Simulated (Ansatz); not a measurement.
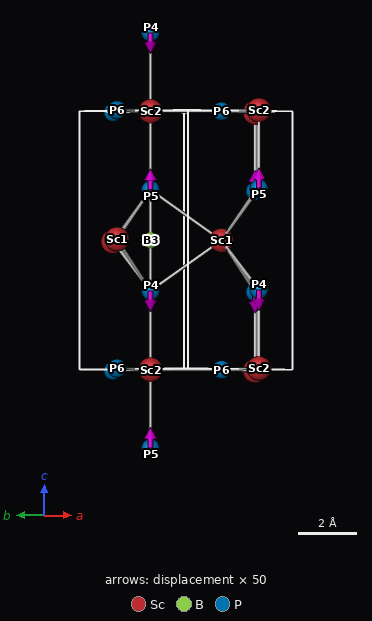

This is a relaxation of solid Sc₂BP₃ (a generated structure, set up in P-6m2). The starting structure is drawn; purple arrows show the displacements (the part carried along by the change of the cell is left out), magnified 50 times.

The picture is a ball-and-stick view of the cell of the calculation, seen from a free direction.

Theory: DFT PBE, scalar-relativistic, plane waves, PAW (Ansatz).

Input
```yaml
crystal:
  lattice:
    - [4.2577950952, 0.0, 0.0]
    - [-2.1288975476, 3.6873587165, 0.0]
    - [0.0, 0.0, 8.9467336909]
  atoms:
    - { symbol: Sc, position: [0.6666666667, 0.3333333333, 0.5] }
    - { symbol: Sc, position: [0.3333333333, 0.6666666667, 0.0] }
    - { symbol: B, position: [0.3333333333, 0.6666666667, 0.5] }
    - { symbol: P, position: [0.3333333333, 0.6666666667, 0.3047609964] }
    - { symbol: P, position: [0.3333333333, 0.6666666667, 0.6952390036] }
    - { symbol: P, position: [0.6666666667, 0.3333333333, 0.0] }
basis:
  ecutwfc: 420
kpoints:
  mp_grid: { grid: [12, 12, 4] }
hamiltonian:
  xc: pbe
scf:
  occupations: { method: gaussian, width: 0.1 }
output:
  forces: true
  stress: true
  eigenvalues: true
relax:
  adjacent_minimum: "off"
  f_tol: 0.01
  max_steps: 80
  cell: { stress_tol: 0.05 }
```

Command:
```bash
ansatz run input.yaml --threads 1 --pin off --max-ram 2560MiB --backend cpu --events-out ev --progress --plain --runs-dir out
```

**Which element moves most?**

Phosphorus: up to 0.015 Å, against 0.000 Å for scandium.

**Describe the change and its energy.**

Over 2 accepted moves (3 points after the start) the energy falls by 3.7 meV per cell of the calculation. Largest force component: 0.097 eV/Å at the start, 0.0003 eV/Å at the end. The pressure goes from −0.10 to −0.02 GPa. At 1 point the geometry stayed and the basis and grid were re-selected for the new cell (energy shift of 0.1 meV per cell of the calculation at most each time). The largest moves relative to the cell, 0.015 Å, are those of P4 and P5. P5 goes along +c. Sc and B stay in place. The volume changes by −0.6 %, with a = b 4.258 → 4.264 Å (+0.1 %), c 8.947 → 8.872 Å (−0.8 %). Some distances before and after: Sc2–P4 2.727 → 2.689 Å. The space group stays P-6m2 (No. 187). Cost: 41 s on 1 thread of Intel(R) Xeon(R) 6975P-C (Granite Rapids), on a shared host, peak memory 0.54 GiB.
